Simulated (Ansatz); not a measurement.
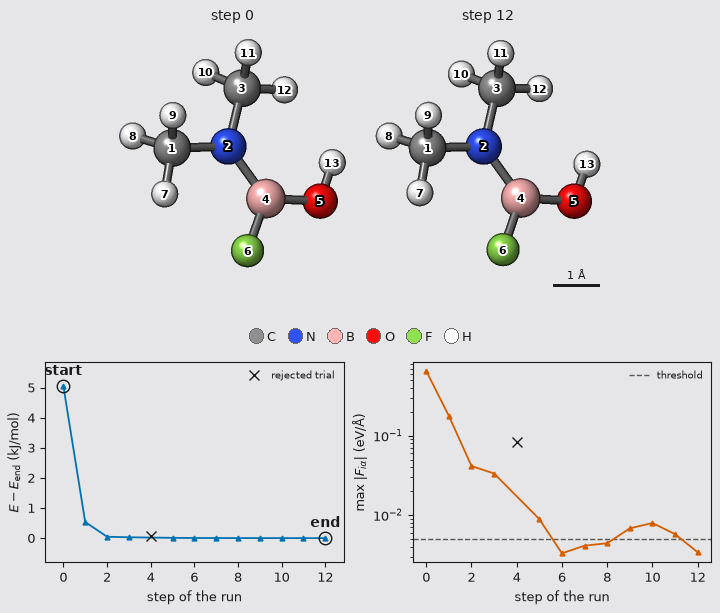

First and last geometry of a relaxation of C2H7BFNO, with the history of the run. A ball-and-stick model, seen at a tilt.

The start comes from PBE-D4/def2-SVP.

Theory: RKS PBE0-D4/def2-TZVP (Ansatz).

The input:
```yaml
crystal:
  periodic: [false, false, false]
  atoms:
    - {symbol: C, position_ang: [-0.413995, -1.237594, 0.858959]}
    - {symbol: N, position_ang: [-0.093755, -0.058457, 0.076007]}
    - {symbol: C, position_ang: [1.268036, -0.016837, -0.405331]}
    - {symbol: B, position_ang: [-1.067080, 0.949235, -0.190533]}
    - {symbol: O, position_ang: [-0.866267, 2.081529, -0.939528]}
    - {symbol: F, position_ang: [-2.306311, 0.801308, 0.328482]}
    - {symbol: H, position_ang: [-1.466433, -1.193411, 1.191451]}
    - {symbol: H, position_ang: [0.235350, -1.317388, 1.761777]}
    - {symbol: H, position_ang: [-0.272749, -2.172603, 0.268005]}
    - {symbol: H, position_ang: [2.003557, -0.065989, 0.431453]}
    - {symbol: H, position_ang: [1.496759, -0.865332, -1.092671]}
    - {symbol: H, position_ang: [1.474893, 0.920246, -0.960660]}
    - {symbol: H, position_ang: [0.028494, 2.140493, -1.312612]}
basis:
  gaussian: {orbitals: def2-TZVP}
hamiltonian: {xc: pbe0, dispersion: d4}
relax: {f_tol: 0.005, max_steps: 150}
```

Run as
```bash
ansatz run in.yaml --threads 2 --pin off --events-out ev --progress --plain --max-ram 32768MiB --backend cuda --devices 0, --max-vram 18GiB
```

> Read the history and describe the run.

It converged. Over 11 accepted moves (12 points after the start) the energy falls by 5.05 kJ/mol. The largest force component goes from 0.66 to 0.0034 eV/Å. The line search rejected the trial step at point 4 of the run. The forces were under the threshold at step 6, but the run went on from there. The atom that moves furthest after the best rigid fit is H12 (0.061 Å). By element the largest moves are H 0.061 Å, F 0.026 Å, O 0.021 Å, C 0.015 Å, B 0.013 Å, N 0.010 Å. Near-neighbour distances that change, for instance: C1–H9 1.115 → 1.097 Å, C1–H8 1.115 → 1.097 Å, C3–H12 1.109 → 1.091 Å, N2–B4 1.426 → 1.409 Å. The run took about 50 s of wall time on a shared GPU.
